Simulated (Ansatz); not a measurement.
ClGeH₂ (SMILES [Cl][GeH2+]) (charge +1)

Input file:

```
crystal:
  periodic: [false, false, false]
  atoms:
    - {symbol: Cl, position_ang: [-0.053045, 1.588538, -0.214251]}
    - {symbol: Ge, position_ang: [0.779696, 2.744651, -1.719302]}
    - {symbol: H, position_ang: [0.257486, 4.183664, -1.837169]}
    - {symbol: H, position_ang: [1.847188, 2.062681, -2.586895]}
basis:
  gaussian:
    orbitals: def2-TZVPD
total_charge: 1
hamiltonian:
  xc: {name: PBE0}
output: {forces: true, orbitals: {seedname: orbitals}}
```

Command:

```sh
ansatz run input.yaml --threads 1 --pin off --max-ram 2610MiB --events-out events.jsonl --progress --plain --runs-dir runs
```

Geometry: B3LYP/6-31G*.

Theory: isolated molecule in a Gaussian basis; Kohn-Sham density functional theory, functional PBE0 (Ansatz).

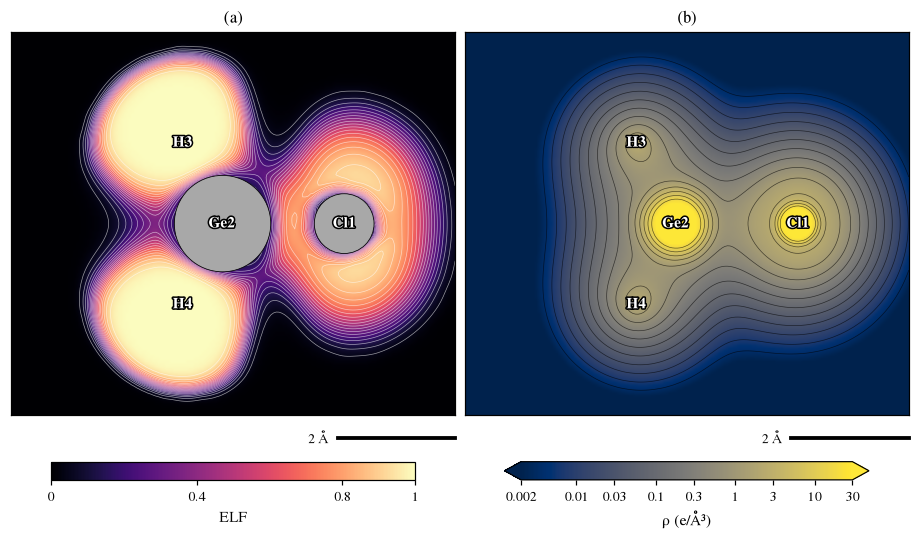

Figure 1. (a) ELF; (b) total electron density on the molecular plane. Grey discs cover the atomic cores in the ELF map.

Question: Interpret the plot.

Answer:
- The section cuts through Cl, Ge and H sites.
- Ge–Cl (2.07 Å): ρ at the midpoint is about 0.91 e/Å³; the ELF peaks at about 0.80 in the valence shell of Cl, 0.9 Å from its nucleus, and is about 0.70 at the midpoint.
- Ge–H (1.54 Å): ρ at the midpoint is about 1.1 e/Å³; the ELF climbs to about 1 towards the hydrogen.
- The ELF also peaks beside Cl1, away from the bonds: lone-pair regions.

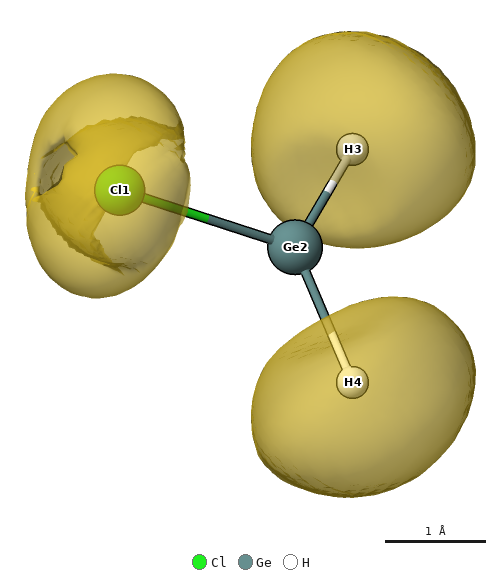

Figure 2. Isosurface of the electron localisation function at 0.85 (yellow), seen at a tilt. Core shells and regions of very low density are left out.

Question: Identify the bonds, lone pairs and shells in this picture.

Answer: The ELF exceeds this value in two regions around hydrogen nuclei and one ring or bowl of non-bonding electrons around Cl.

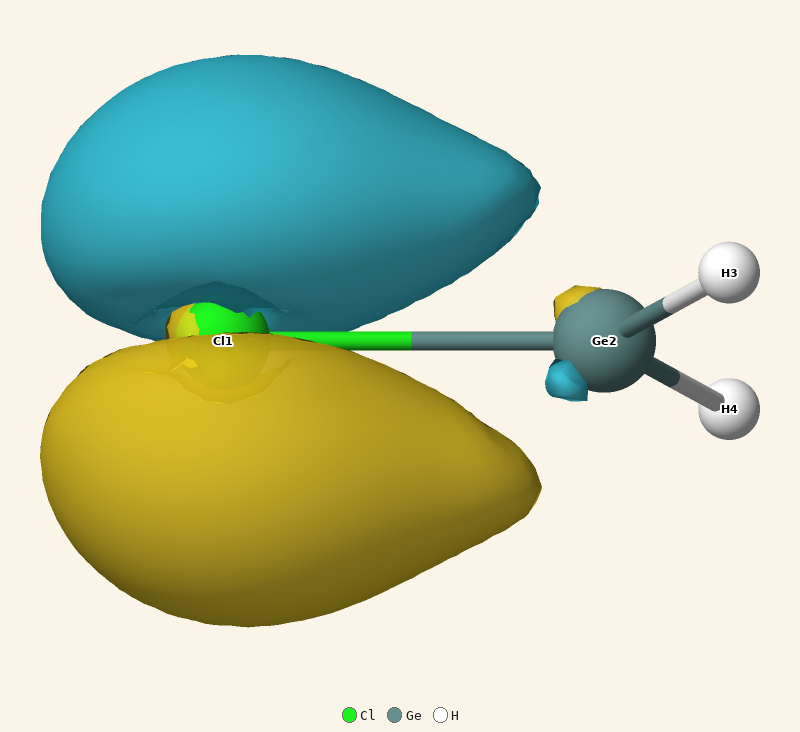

Figure 3. The HOMO−1 at ±0.15 Å⁻³ᐟ² (yellow and cyan are the two phases), seen from one side.

Question: What is the character of this orbital?

Answer: By Hirshfeld shares it lies mainly on Cl1 (about 85 %) and Ge2 (about 15 %); it changes sign across the molecular plane (π type). Its energy is −16.13 eV.

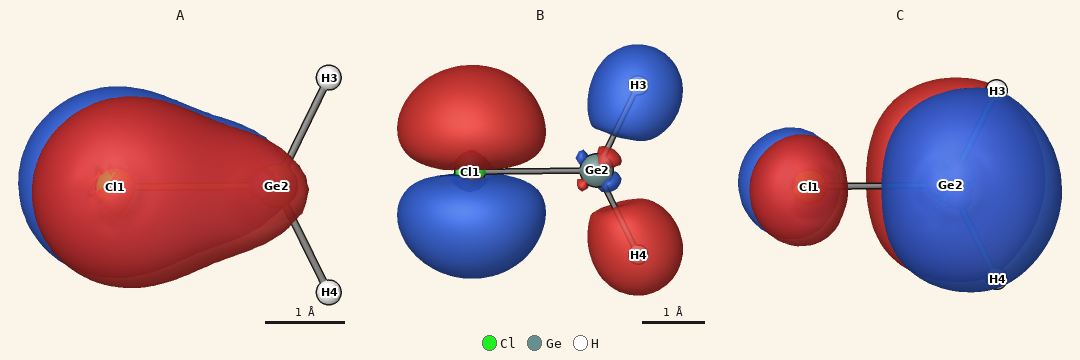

Figure 4. Three frontier orbitals at ±0.1 Å⁻³ᐟ² (red and blue are the two phases), in no order.

Question: Which picture is the HOMO−1, the HOMO and the LUMO?

Answer: A is the HOMO−1 (−16.13 eV). Its weight (Hirshfeld) is mainly on Cl1 (about 85 %) and Ge2 (about 15 %); it changes sign across the molecular plane (π type). B is the HOMO (−15.45 eV). Its weight (Hirshfeld) is mainly on Cl1 (about 80 %) and Ge2 (about 10 %); it is symmetric in the molecular plane (an in-plane orbital: σ, lone-pair or in-plane π type); largely a lone pair of Cl1. C is the LUMO (−9.56 eV). Its weight (Hirshfeld) is mainly on Ge2 (about 80 %) and Cl1 (about 15 %); it changes sign across the molecular plane (π type).

Question: What is the HOMO–LUMO gap?

Answer: 5.89 eV between the orbital energies.
